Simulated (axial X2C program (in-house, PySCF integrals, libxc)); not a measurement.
## Run report: AsLi⁺, relativistic diatomic calculation

- system: AsLi⁺. The reference is closed-shell AsLi; the roots are the vertical energies to take an electron from it, which leaves states of AsLi⁺. The distance is the PBE0 minimum at charge 0.
- method: EOM-IP-CCSD, two-component X2C with atomic mean-field Coulomb and Gaunt terms, As dyall-cv3z, Li dyall-cv3z (cores contracted) (axial X2C program (in-house, PySCF integrals, libxc))

Summary:

| quantity | value |
| --- | --- |
| outcome | converged |
| HF energy of the reference AsLi | −2265.76232 hartree |
| MP2 energy of the reference AsLi | −2265.87502 hartree |
| CCSD energy of the reference AsLi (with the MP2 share of the virtual spinors left out of the coupled-cluster step) | −2265.90589 hartree |
| CCSD(T) energy of the reference AsLi | −2265.91594 hartree |
| T1 diagnostic (spinor form; for a closed shell √2 times the usual value) | 0.015 |
| hardware | 1 thread of AMD EPYC (Zen 3), 64 GiB of memory available, shared host |
| wall time | 1.3 s |
| peak memory | 0.3 GiB |

Input file:
```
{"zs": [33, 3], "q": 1, "bas": ["dyall-cv3z", "dyall-cv3z"], "r0": 2.54, "eom": "ip", "rq": 0, "thr": -2.0, "nmax": 95, "grid": [1, 0.96, 1.045, 0.92, 1.09, 1.15]}
```

The line is the task of a batch: nuclear charges, charge, bases, a first guess of the distance and further settings. This report covers the levels named above. The log is that of the reference distance 2.417 Å.

Launched within a batch (the task file carries these settings):
```bash
python <driver script> task.json out
```

Output:
```
two-component X2C + atomic mean field  HF
basis functions 144  fitting functions 775  grid points 5085
iter        total energy     max residual
   1      -2265.744649524     2.92e-01
   2      -2265.761753129     7.86e-03
   3      -2265.762193612     5.38e-03
   4      -2265.762297939     8.15e-04
   5      -2265.762313696     1.97e-04
   6      -2265.762316712     8.14e-05
   7      -2265.762317211     2.58e-05
   8      -2265.762317290     1.14e-05
   9      -2265.762317299     3.36e-06
  10      -2265.762317300     6.95e-07
converged
one-electron -3199.87626645  Coulomb 997.74137588  exact exchange -84.49742855  xc functional 0.00000000  nuclear repulsion 21.67502850  atomic mean-field constant -0.80502669
correlated 6  virtual 206  natural virtual 72  E(MP2) -0.112702040  MP2 remainder -0.001940021
iter   CCSD correlation   residual
   1     -0.127127868   1.38e-01
   2     -0.135339560   9.00e-02
   3     -0.138668716   6.12e-02
   4     -0.140458734   3.65e-02
   5     -0.141150644   1.94e-02
   6     -0.141491292   9.79e-03
   7     -0.141635229   4.94e-03
   8     -0.141617245   1.57e-03
   9     -0.141631895   6.12e-04
  10     -0.141631816   4.02e-04
  11     -0.141632086   2.81e-04
  12     -0.141631660   1.59e-04
  13     -0.141633342   6.39e-05
  14     -0.141634087   2.88e-05
  15     -0.141634100   1.40e-05
(T) -0.010047974831712377  T1 0.0146  D1 0.0196  max T2 0.324
EOM-IP-CCSD roots
2*Omega      energy/Eh   energy/eV  one-particle weight
    1       0.25914110      7.0516      0.879
    1       0.27058377      7.3630      0.934
    1       0.34491521      9.3856      0.060
    1       0.56090312     15.2630      0.640
    3       0.29622043      8.0606      0.000
    3       0.33066501      8.9979      0.000
    3       0.35355871      9.6208      0.000
    5       0.34651982      9.4293      0.000
```

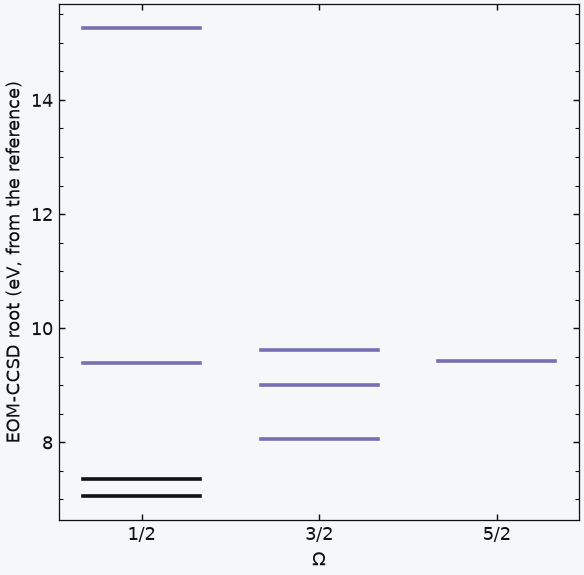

*EOM-CCSD roots by Ω at 2.42 Å; roots whose one-particle weight is under 0.8 have the second colour.*

The lowest has Ω = 1/2 and lies at 7.052 eV, with one-particle weight 0.88. 6 of the 8 roots are less well described at this level.
